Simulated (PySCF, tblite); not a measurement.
# Cl15H15In11N11: electronic excitations

Aim: compute the electronic excitations of Cl15H15In11N11.

Programs: tblite 0.8.0 and PySCF 2.14.0, with routines of our own; each step states its level. All values are computed. Atoms count from 0.

### 1 The starting structure

52 atoms, charge 0, multiplicity 1; geometry from: force field, distance geometry or constructed start.

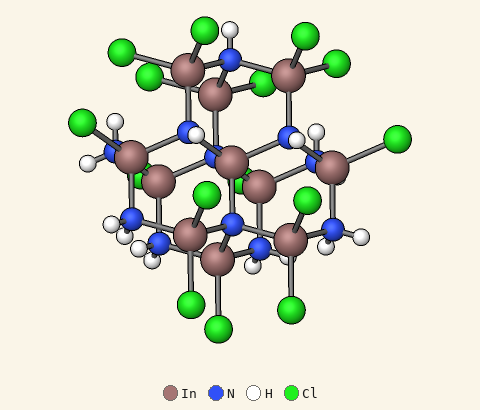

The starting geometry (indium brown, nitrogen blue, hydrogen white, chlorine green); sticks join atoms by distance alone.

### 2 Relaxing the molecule with GFN2-xTB

What the job is given:

```
{"job": {"kind": "relax", "xc": "GFN2-xTB", "basis": "xTB"}, "charge": 0, "multiplicity": 1}
In    -1.134400    -2.692700    -0.168200
In    -1.142500    -0.655200    -3.048700
In    -1.134100     3.406100    -0.165600
In    -2.900700     0.363100    -0.172800
In    -1.140300    -0.659000     2.712000
In     2.378700    -2.691400    -0.169200
In     0.621400     2.393500    -3.045100
In     2.385400    -0.655100    -3.040300
In     0.624000     2.389700     2.708200
In     0.618500     0.357900    -0.165000
In     2.379900    -0.659000     2.706500
N     -1.141800    -2.692900     1.989800
N     -1.142700    -0.657100    -0.880400
N      0.623500    -3.708000    -0.888100
N      0.619100     0.363800    -3.760400
N     -2.901900     2.392400    -0.879100
N     -1.138900     3.410300     1.990700
N      0.620200     2.388400    -0.886400
N     -2.900600     0.360500     1.992300
N      0.624100     0.359600     1.992500
N      2.379700    -2.687100     1.991300
N      2.381100    -0.656300    -0.885600
H     -1.135900     4.393500     2.343100
H     -1.992700     2.913800     2.335000
H     -3.748700     2.884700    -0.537800
H     -2.906100     2.390900    -1.922900
H     -3.748500    -0.129200     2.335800
H     -2.900600     1.339900     2.337700
H      0.621900    -4.687500    -0.540700
H      0.622400    -3.707000    -1.922000
H     -1.984900    -3.180500     2.335400
H     -0.292100    -3.179800     2.336700
H      3.230200    -3.181000     2.334600
H      1.535000    -3.182400     2.340200
H      1.471700     2.883900    -0.542000
H      0.621800     0.360900    -4.803500
H      3.230400    -0.167400    -0.542800
Cl     2.614500     3.544500     1.892700
Cl     2.383100    -2.962200    -3.855200
Cl     2.377200    -0.654400     5.149800
Cl     4.374200     0.490100    -3.851300
Cl    -4.886400    -0.797100    -0.976200
Cl     2.618500     3.543000    -3.858700
Cl    -3.129000    -3.841600    -0.981700
Cl    -1.374600     3.543700    -3.852700
Cl    -1.141200     5.710400    -0.983300
Cl    -1.136900    -0.657700     5.148000
Cl     4.374000     0.495000     1.897600
Cl     0.622900     2.392200     5.148800
Cl    -1.137400    -2.957600    -3.853100
Cl    -3.132500     0.485100    -3.852000
Cl     4.380900    -3.839800    -0.980200
```

Started as:

```
> OMP_NUM_THREADS=8 python large_run.py task.json out
```

The driver reads the jobs from task.json and runs them one after another.

Standard output:

```text
step      E/eV     max force
  0   -3335.78083    2.787
  1   -3337.18600    2.132
  2   -3338.93294    1.480
  3   -3339.10012    0.547
  4   -3339.18556    0.417
  5   -3339.31585    0.573
  6   -3339.39370    0.468
  7   -3339.49995    0.474
  8   -3339.60270    0.497
  9   -3339.72950    0.607
 10   -3339.84601    0.574
 11   -3339.95754    0.640
 12   -3340.06979    0.699
 13   -3340.17498    0.589
 14   -3340.26091    0.495
 15   -3340.32302    0.372
 16   -3340.37709    0.329
 17   -3340.43434    0.433
 18   -3340.48050    0.301
 19   -3340.51136    0.225
 20   -3340.54174    0.264
 21   -3340.57991    0.439
 22   -3340.62204    0.465
 23   -3340.65827    0.298
 24   -3340.68353    0.221
 25   -3340.70330    0.275
 26   -3340.72566    0.336
 27   -3340.74795    0.277
 28   -3340.76695    0.243
 29   -3340.78543    0.205
 30   -3340.80715    0.243
 31   -3340.83136    0.269
 32   -3340.85419    0.315
 33   -3340.87290    0.223
 34   -3340.88871    0.204
 35   -3340.90550    0.196
 36   -3340.92503    0.266
 37   -3340.94632    0.281
 38   -3340.96615    0.289
 39   -3340.99072    0.281
 40   -3341.01740    0.361
 41   -3341.06298    0.518
 42   -3341.11020    0.457
 43   -3341.16112    0.324
 44   -3341.19461    0.350
 45   -3341.21291    0.711
 46   -3341.25628    0.389
 47   -3341.29354    0.234
 48   -3341.33583    0.257
 49   -3341.35527    0.201
 50   -3341.37305    0.218
 51   -3341.39312    0.314
 52   -3341.41587    0.206
 53   -3341.42926    0.183
 54   -3341.44017    0.171
 55   -3341.45226    0.235
 56   -3341.46247    0.297
 57   -3341.47657    0.261
 58   -3341.48657    0.144
 59   -3341.49288    0.132
 60   -3341.49797    0.147
 61   -3341.50395    0.149
 62   -3341.51013    0.125
 63   -3341.51571    0.124
 64   -3341.52035    0.115
 65   -3341.52482    0.133
 66   -3341.52955    0.116
 67   -3341.53372    0.124
 68   -3341.53746    0.129
 69   -3341.54156    0.158
 70   -3341.54620    0.155
 71   -3341.55088    0.137
 72   -3341.55494    0.135
 73   -3341.55809    0.092
 74   -3341.56081    0.111
 75   -3341.56368    0.084
 76   -3341.56638    0.124
 77   -3341.56903    0.122
 78   -3341.57224    0.108
 79   -3341.57639    0.129
 80   -3341.58099    0.110
 81   -3341.58496    0.120
 82   -3341.58774    0.098
 83   -3341.59003    0.095
 84   -3341.59276    0.091
 85   -3341.59575    0.094
 86   -3341.59865    0.096
 87   -3341.60145    0.097
 88   -3341.60416    0.084
 89   -3341.60676    0.082
 90   -3341.60914    0.106
 91   -3341.61125    0.099
 92   -3341.61335    0.074
 93   -3341.61567    0.089
 94   -3341.61787    0.078
 95   -3341.61963    0.077
 96   -3341.62096    0.059
 97   -3341.62223    0.054
 98   -3341.62362    0.081
 99   -3341.62537    0.084
100   -3341.62725    0.094
101   -3341.62993    0.095
102   -3341.63264    0.076
103   -3341.63508    0.077
104   -3341.63724    0.079
105   -3341.63932    0.059
106   -3341.64077    0.080
107   -3341.64214    0.060
108   -3341.64323    0.055
109   -3341.64519    0.042
110   -3341.64651    0.050
111   -3341.64878    0.064
112   -3341.65016    0.065
113   -3341.65144    0.061
114   -3341.65279    0.064
115   -3341.65455    0.062
116   -3341.65641    0.079
117   -3341.65837    0.091
118   -3341.66032    0.078
119   -3341.66203    0.076
120   -3341.66370    0.072
121   -3341.66541    0.069
122   -3341.66729    0.079
123   -3341.66890    0.070
124   -3341.67113    0.089
125   -3341.67397    0.116
126   -3341.67839    0.153
127   -3341.68478    0.199
128   -3341.69356    0.231
129   -3341.70425    0.266
130   -3341.69228    0.529
131   -3341.72416    0.212
132   -3341.73413    0.179
133   -3341.75551    0.326
134   -3341.77040    0.235
135   -3341.78376    0.181
136   -3341.82763    0.240
137   -3341.84327    0.240
138   -3341.86989    0.259
139   -3341.92265    0.372
140   -3341.96903    0.414
141   -3342.02099    0.332
142   -3342.05018    0.361
143   -3342.09212    0.221
144   -3342.11293    0.201
145   -3342.14536    0.262
146   -3342.17481    0.317
147   -3342.20014    0.276
148   -3342.22099    0.307
149   -3342.24335    0.291
150   -3342.26852    0.265
151   -3342.29894    0.224
152   -3342.31680    0.215
153   -3342.33317    0.185
154   -3342.34949    0.186
155   -3342.36253    0.178
156   -3342.37378    0.139
157   -3342.38262    0.140
158   -3342.39086    0.150
159   -3342.39939    0.153
160   -3342.40645    0.126
161   -3342.41261    0.124
162   -3342.41921    0.174
163   -3342.42663    0.209
164   -3342.43446    0.196
165   -3342.44166    0.138
166   -3342.44745    0.121
167   -3342.45195    0.119
168   -3342.45580    0.112
169   -3342.45966    0.096
170   -3342.46431    0.132
171   -3342.47004    0.126
172   -3342.47541    0.128
173   -3342.47971    0.112
174   -3342.48380    0.120
175   -3342.48771    0.123
176   -3342.49147    0.091
177   -3342.49488    0.092
178   -3342.49804    0.095
179   -3342.50138    0.103
180   -3342.50489    0.108
181   -3342.50824    0.083
182   -3342.51116    0.084
183   -3342.51379    0.079
184   -3342.51638    0.109
185   -3342.51895    0.101
186   -3342.52131    0.073
187   -3342.52352    0.088
188   -3342.52561    0.089
189   -3342.52762    0.079
190   -3342.52953    0.079
191   -3342.53170    0.110
192   -3342.53441    0.106
193   -3342.53738    0.117
194   -3342.53968    0.084
195   -3342.54115    0.056
196   -3342.54226    0.049
197   -3342.54333    0.056
198   -3342.54439    0.054
199   -3342.54540    0.055
200   -3342.54647    0.058
201   -3342.54784    0.060
202   -3342.54948    0.080
203   -3342.55111    0.073
204   -3342.55241    0.053
205   -3342.55353    0.045
206   -3342.55449    0.046
207   -3342.55538    0.047
208   -3342.55619    0.055
209   -3342.55706    0.047
210   -3342.55809    0.061
211   -3342.55937    0.058
212   -3342.56096    0.072
213   -3342.56309    0.107
214   -3342.56591    0.111
215   -3342.56924    0.096
216   -3342.57262    0.108
217   -3342.57554    0.120
218   -3342.57885    0.113
219   -3342.58229    0.103
220   -3342.58549    0.079
221   -3342.58782    0.076
222   -3342.59092    0.103
223   -3342.59425    0.108
224   -3342.59745    0.094
225   -3342.59990    0.080
226   -3342.60210    0.075
227   -3342.60430    0.070
228   -3342.60670    0.079
229   -3342.60897    0.077
230   -3342.61067    0.074
231   -3342.61215    0.057
232   -3342.61349    0.050
233   -3342.61475    0.053
234   -3342.61596    0.072
235   -3342.61718    0.075
236   -3342.61847    0.065
237   -3342.61984    0.055
238   -3342.62125    0.055
239   -3342.62255    0.057
240   -3342.62365    0.055
241   -3342.62459    0.049
242   -3342.62543    0.042
243   -3342.62625    0.051
244   -3342.62713    0.048
245   -3342.62808    0.059
246   -3342.62907    0.070
247   -3342.63004    0.060
248   -3342.63094    0.050
249   -3342.63177    0.038
250   -3342.63251    0.044
251   -3342.63314    0.041
252   -3342.63370    0.046
253   -3342.63424    0.045
254   -3342.63485    0.035
255   -3342.63549    0.047
256   -3342.63608    0.041
257   -3342.63653    0.038
258   -3342.63691    0.030
259   -3342.63726    0.024
260   -3342.63764    0.030
261   -3342.63801    0.035
262   -3342.63838    0.033
263   -3342.63876    0.030
264   -3342.63915    0.039
265   -3342.63952    0.036
266   -3342.63983    0.039
267   -3342.64008    0.032
268   -3342.64031    0.021
269   -3342.64053    0.026
270   -3342.64073    0.025
271   -3342.64091    0.025
272   -3342.64108    0.021
273   -3342.64124    0.019
```

Run time: 47 s. Hardware: 8 threads of Arm Neoverse V2, shared host; peak memory 0.16 GiB.

Step by step:

```tsv
step	energy from step 0 (eV)	largest force (eV/Å)
0	0.0000	2.7866
1	-1.4052	2.1316
2	-3.1521	1.4797
3	-3.3193	0.5470
4	-3.4047	0.4175
5	-3.5350	0.5724
6	-3.6129	0.4676
7	-3.7191	0.4741
8	-3.8219	0.4972
31	-5.0505	0.2697
55	-5.6714	0.2356
79	-5.7956	0.1295
102	-5.8518	0.0759
126	-5.8976	0.1539
150	-6.4877	0.2655
174	-6.7030	0.1201
197	-6.7625	0.0565
221	-6.8070	0.0756
245	-6.8472	0.0588
269	-6.8597	0.0261
270	-6.8599	0.0249
271	-6.8601	0.0250
272	-6.8602	0.0213
273	-6.8604	0.0194
```

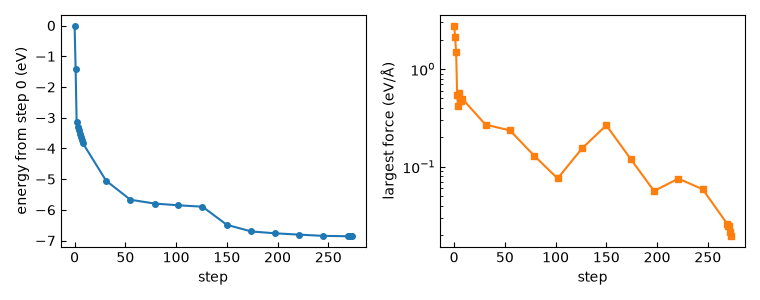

Energy and force, step by step.

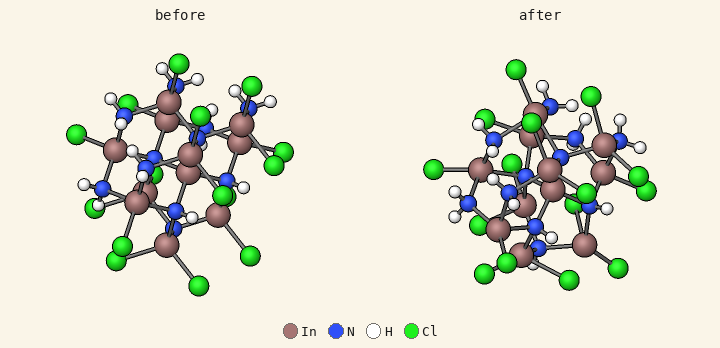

Before and after, at one scale.

Close pairs (by a distance rule), those that changed most:

```tsv
bond	before (Å)	after (Å)	change (Å)
In6–Cl40	4.284	2.511	-1.773
In1–Cl44	4.281	2.558	-1.724
In4–Cl39	4.280	2.634	-1.646
In7–Cl49	4.286	2.677	-1.609
In0–Cl41	4.281	2.698	-1.583
In4–Cl48	4.284	2.738	-1.547
In2–Cl44	3.697	2.569	-1.129
In3–Cl50	3.689	2.618	-1.071
```

The end geometry stands in the next job.

### 3 Electronic excitations: TDA PBE0/def2-SVP

What the job is given:

```
{"job": {"kind": "uv", "basis": "def2-SVP", "grid": 1, "kgrid": 0, "vcut": 1.5, "nstates": 6, "ntriplets": 2, "tda": true, "delta": [], "pop": true, "xc": "PBE0"}, "charge": 0, "multiplicity": 1}
In    -1.357323    -2.545194    -0.526976
In    -1.360070     0.080133    -2.984603
In    -0.922251     3.389262    -0.768444
In    -2.993746     0.363540    -0.126436
In    -1.203707    -0.614781     2.980395
In     2.644854    -2.884098    -0.508352
In     1.265736     2.306021    -3.196083
In     1.785500    -0.966034    -3.099492
In     0.665291     2.283747     2.573665
In     0.616305     0.322492    -0.134727
In     2.159396    -0.860912     2.663829
N     -1.027663    -2.436631     1.666844
N     -1.139428    -0.322401    -0.926768
N      0.669184    -3.735152    -0.649180
N      0.462021     0.452490    -4.033094
N     -2.983356     2.577078    -0.493787
N     -0.681897     3.641208     1.456559
N      0.911767     2.227113    -1.038181
N     -2.691729     0.751237     1.965530
N      0.593387     0.303683     1.872856
N      2.585361    -2.784279     1.759991
N      2.148780    -0.825903    -0.964087
H     -0.144151     4.506930     1.474356
H     -1.545528     3.850648     1.956113
H     -3.454475     3.062627     0.267494
H     -3.497052     2.793634    -1.347731
H     -3.533542     0.523992     2.493076
H     -2.440286     1.711059     2.195450
H      0.535355    -4.486487     0.026918
H      0.560701    -4.176314    -1.561959
H     -1.707577    -3.076019     2.080617
H     -0.106412    -2.825679     1.866474
H      3.571504    -2.906413     1.982367
H      2.097873    -3.539816     2.240981
H      1.656051     2.754771    -0.571655
H      0.427884     0.408409    -5.051560
H      3.030855    -0.313095    -0.869684
Cl     2.588374     3.436745     2.312977
Cl     2.793913    -3.068219    -3.175921
Cl     0.750870    -1.675334     4.392087
Cl     3.374855     0.951500    -3.345654
Cl    -3.797879    -1.779072     0.331258
Cl     1.642208     4.099787    -4.478443
Cl    -2.439861    -4.352183    -1.377241
Cl    -1.427894     2.630372    -3.169764
Cl    -0.254400     5.436402    -1.455994
Cl    -2.761016    -1.392859     4.431102
Cl     4.051360     0.341786     2.863386
Cl    -0.738816     1.685395     4.390564
Cl    -0.535972    -2.285112    -3.290346
Cl    -3.737152     0.122128    -2.624713
Cl     4.902613    -3.144824    -0.466270
```

Method: TDA PBE0/def2-SVP, vertical, gas phase, core orbitals frozen in the response, virtual orbitals cut by energy.

Standard output:

```text
start: PBE on a coarse grid of 249413 points
cycle   1  E = -9398.4363821295  dE = -3.913e+01  |g| = 2.506e+01  |ddm| = 6.748e+01
cycle   2  E = -6913.4484515159  dE =  2.485e+03  |g| = 4.715e+01  |ddm| = 4.735e+02
cycle   3  E = -8677.2078144148  dE = -1.764e+03  |g| = 3.773e+01  |ddm| = 4.893e+02
cycle   4  E = -8654.5014305456  dE =  2.271e+01  |g| = 3.645e+01  |ddm| = 3.001e+02
cycle   5  E = -8800.6419464540  dE = -1.461e+02  |g| = 3.367e+01  |ddm| = 2.611e+02
cycle   6  E = -9470.5950094871  dE = -6.700e+02  |g| = 1.545e+01  |ddm| = 1.129e+02
cycle   7  E = -8340.9718296507  dE =  1.130e+03  |g| = 4.338e+01  |ddm| = 2.081e+02
cycle   8  E = -9423.9549368169  dE = -1.083e+03  |g| = 1.747e+01  |ddm| = 1.998e+02
cycle   9  E = -9432.2588914950  dE = -8.304e+00  |g| = 1.747e+01  |ddm| = 6.438e+01
cycle  10  E = -9477.4123240233  dE = -4.515e+01  |g| = 1.590e+01  |ddm| = 5.909e+01
cycle  11  E = -8928.9096175971  dE =  5.485e+02  |g| = 3.790e+01  |ddm| = 1.677e+02
cycle  12  E = -9561.4989706524  dE = -6.326e+02  |g| = 9.750e+00  |ddm| = 1.588e+02
cycle  13  E = -9434.9847569928  dE =  1.265e+02  |g| = 1.858e+01  |ddm| = 4.800e+01
cycle  14  E = -9573.8006250508  dE = -1.388e+02  |g| = 8.350e+00  |ddm| = 3.645e+01
cycle  15  E = -9476.1800744690  dE =  9.762e+01  |g| = 1.434e+01  |ddm| = 2.614e+01
cycle  16  E = -9594.6878489370  dE = -1.185e+02  |g| = 3.333e+00  |ddm| = 2.315e+01
cycle  17  E = -9563.5071059669  dE =  3.118e+01  |g| = 8.843e+00  |ddm| = 2.412e+01
cycle  18  E = -9598.0716795867  dE = -3.456e+01  |g| = 2.374e+00  |ddm| = 2.210e+01
cycle  19  E = -9596.5920264164  dE =  1.480e+00  |g| = 3.322e+00  |ddm| = 8.325e+00
cycle  20  E = -9600.6871848832  dE = -4.095e+00  |g| = 7.125e-01  |ddm| = 5.748e+00
cycle  21  E = -9600.7598787903  dE = -7.269e-02  |g| = 6.082e-01  |ddm| = 2.079e+00
cycle  22  E = -9600.8207464953  dE = -6.087e-02  |g| = 4.281e-01  |ddm| = 1.140e+00
cycle  23  E = -9600.8652804032  dE = -4.453e-02  |g| = 8.716e-02  |ddm| = 5.456e-01
cycle  24  E = -9600.8662037085  dE = -9.233e-04  |g| = 6.694e-02  |ddm| = 1.912e-01
cycle  25  E = -9600.8673098723  dE = -1.106e-03  |g| = 2.257e-02  |ddm| = 1.009e-01
cycle  26  E = -9600.8674159382  dE = -1.061e-04  |g| = 1.090e-02  |ddm| = 3.922e-02
cycle  27  E = -9600.8674442612  dE = -2.832e-05  |g| = 6.732e-03  |ddm| = 1.902e-02
final grid: 249413 points
cycle  28  E = -9601.5078223146  dE = -3.766e-02  |g| = 7.285e-02  |ddm| = 9.817e-01
cycle  29  E = -9601.5080779838  dE = -2.557e-04  |g| = 5.435e-02  |ddm| = 1.836e-01
cycle  30  E = -9601.5086343530  dE = -5.564e-04  |g| = 2.991e-02  |ddm| = 1.023e-01
cycle  31  E = -9601.5088303934  dE = -1.960e-04  |g| = 9.215e-03  |ddm| = 3.591e-02
cycle  32  E = -9601.5088456744  dE = -1.528e-05  |g| = 2.991e-03  |ddm| = 1.312e-02
cycle  33  E = -9601.5088522770  dE = -6.603e-06  |g| = 1.256e-03  |ddm| = 4.679e-03
cycle  34  E = -9601.5088542286  dE = -1.952e-06  |g| = 2.666e-04  |ddm| = 1.576e-03
cycle  35  E = -9601.5088540457  dE =  1.829e-07  |g| = 1.041e-04  |ddm| = 3.569e-04
cycle  36  E = -9601.5088543276  dE = -2.819e-07  |g| = 3.234e-05  |ddm| = 1.435e-04
converged SCF energy = -9601.5088543276

Static polarisability (au): isotropic 508.339, principal 479.755 509.007 536.255

Singlet excitations
state   eV       nm        f      main configurations
  1   4.3668    283.9   0.03006   H->L 0.93
  2   4.4435    279.0   0.07525   H-1->L 0.90
  3   4.6103    268.9   0.08065   H-2->L 0.87
  4   4.6640    265.8   0.01718   H-3->L 0.41, H-6->L 0.26, H-4->L 0.12
  5   4.7365    261.8   0.01371   H-4->L 0.49, H-3->L 0.31
  6   4.7681    260.0   0.00969   H-5->L 0.53, H-9->L 0.13

Triplet excitations (Tamm-Dancoff, eV): 4.2156 4.2601
```

It took 7.8 min on 8 threads of Arm Neoverse V2, shared host; peak memory 6.9 GiB.

Frontier orbitals and where they lie:

```tsv
orbital	eV	atoms
HOMO−4	-8.30	Cl43 18 %, Cl46 17 %, N19 8 %
HOMO−3	-8.26	Cl43 36 %, Cl46 21 %, Cl41 5 %
HOMO−2	-8.23	N17 15 %, N19 8 %, N21 8 %
HOMO−1	-8.10	N19 22 %, N12 20 %, N21 8 %
HOMO	-7.95	N19 27 %, Cl46 10 %, N11 9 %
LUMO	-2.84	In1 21 %, In3 9 %, In7 8 %
LUMO+1	-2.10	In1 18 %, In3 10 %, In8 7 %
LUMO+2	-2.04	In3 18 %, In7 11 %, In1 11 %
LUMO+3	-1.64	In7 17 %, In3 13 %, In1 10 %
```

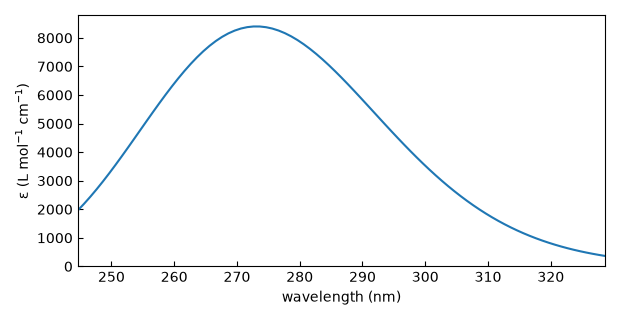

Absorption spectrum: each of the 6 states is a Gaussian band of 0.4 eV half-width at 1/e. Beyond the last state computed it falls off for lack of states.

Ground-state properties from the same run:

```tsv
property	computed
dipole moment (D)	4.29
polarisability (Å³)	75.33
HOMO–LUMO gap (eV)	5.11
−ε(HOMO) (eV)	7.95
```

### 4 Outcome

| quantity | value |
| --- | --- |
| lowest singlet (PBE0/def2-SVP) | 4.37 eV (284 nm), f = 0.030 |
| brightest single state of those computed | state 3, 4.61 eV, f = 0.081 |
| lowest triplet | 4.22 eV |

The first singlet state (HOMO→LUMO 0.93) lies at 4.37 eV and is weak; of the 6 states computed, the strongest absorption comes from state 3 at 4.61 eV. The lowest triplet lies 0.15 eV below the lowest singlet. Spin-orbit coupling, left out, mixes singlets and triplets in elements this heavy.
